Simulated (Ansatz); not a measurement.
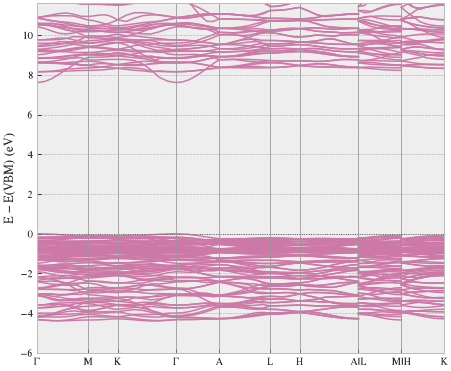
*Band structure from PBEsol in the plane-wave PAW code Ansatz*

Problem. Read off the gap and where the band edges lie.

Solution. About 7.6 eV (7.61 eV by a search for the band edges); maximum at Γ, minimum at Γ.

The material is LuF3 in space group P-3c1 (No. 165; Lu on 6f, F on 2a, F on 4d, F on 12g).

The workflow started from a Materials Project entry (that database holds measured and hypothetical structures alike); the Crystallography Open Database copy checked does not list it. Its standing as an ambient phase is unchecked. The cell was relaxed with PBEsol under the symmetry of its start; of distortions, only those at the zone centre were tested. Spin–orbit coupling is left out wherever it is not named.

Potentials: the later of the program's two PAW sets.
